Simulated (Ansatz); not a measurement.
```cif
data_structure
_symmetry_space_group_name_H-M 'P 1'
_symmetry_Int_Tables_number 1
_cell_length_a 4.1577
_cell_length_b 4.1577
_cell_length_c 12.6530
_cell_angle_alpha 90.000
_cell_angle_beta 90.000
_cell_angle_gamma 120.000
_cell_volume 189.42
loop_
_atom_site_label
_atom_site_type_symbol
_atom_site_fract_x
_atom_site_fract_y
_atom_site_fract_z
_atom_site_occupancy
Fe1 Fe 0.66667 0.33333 0.92376 1
Fe2 Fe 0.00000 0.00000 0.59043 1
Fe3 Fe 0.33333 0.66667 0.25710 1
Fe4 Fe 0.66667 0.33333 0.73825 1
Fe5 Fe 0.00000 0.00000 0.40492 1
Fe6 Fe 0.33333 0.66667 0.07159 1
Fe7 Fe 0.33333 0.66667 0.87368 1
Fe8 Fe 0.66667 0.33333 0.54035 1
Fe9 Fe 0.00000 0.00000 0.20702 1
Fe10 Fe 0.00000 0.00000 0.79418 1
Fe11 Fe 0.33333 0.66667 0.46085 1
Fe12 Fe 0.66667 0.33333 0.12752 1
Pt1 Pt 0.33333 0.66667 0.67012 1
Pt2 Pt 0.66667 0.33333 0.33679 1
Pt3 Pt 0.00000 0.00000 0.00345 1
```

Space group R3m; a structure generated by program, which may or may not match a known phase; the SCF solution may not be the lowest one; the program warned that another magnetic order may lie lower; spin-polarised.

Level of theory: DFT PBE, scalar-relativistic, plane waves, PAW in Ansatz 0.2.0.

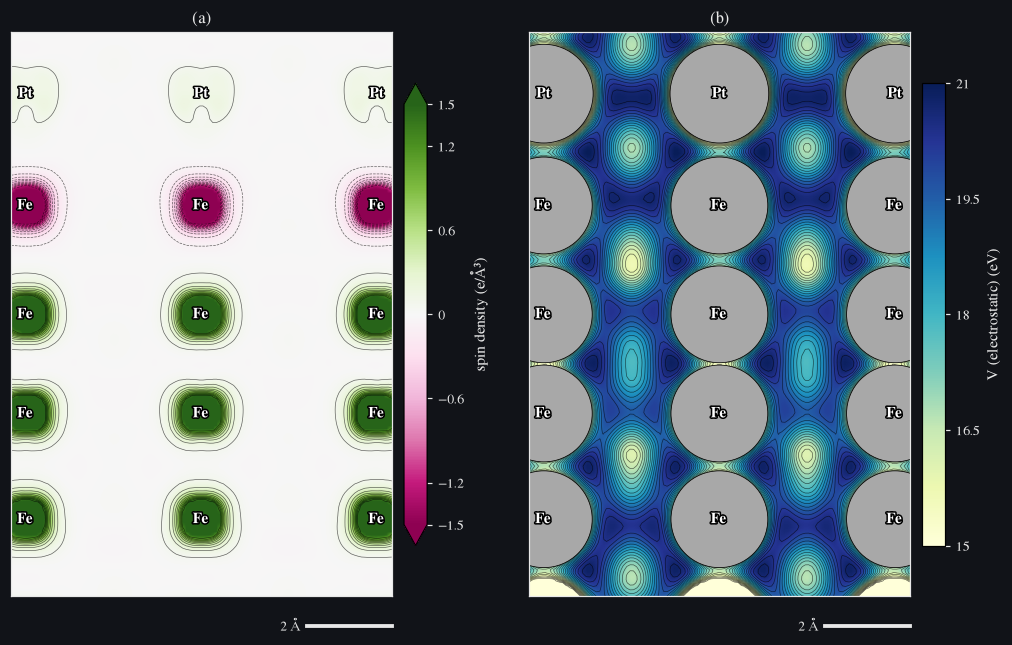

Fe4Pt. (a) spin density; (b) electrostatic potential energy of an electron on the (010) plane of the conventional cell. Grey discs cover the atomic cores in the potential map.

Core electrons are frozen (PAW), and the valence fields are smoothed inside the atomic spheres.

**Interpret the plot.**

- The section cuts through Fe and Pt sites.
- The spin density sits on Fe: +2.5 μB (×9) and −2.4 μB (×3) in one cell of 15 atoms, with smaller moments on Pt (up to +0.33 μB): ferrimagnetic (opposed moments on unlike sites) in this solution. The cell of the calculation (5 atoms) carries 5.4 μB of net spin moment.
- Outside the cores the potential energy rises away from the atoms and is highest about 1.6 Å from the nearest atoms; its zero is arbitrary.
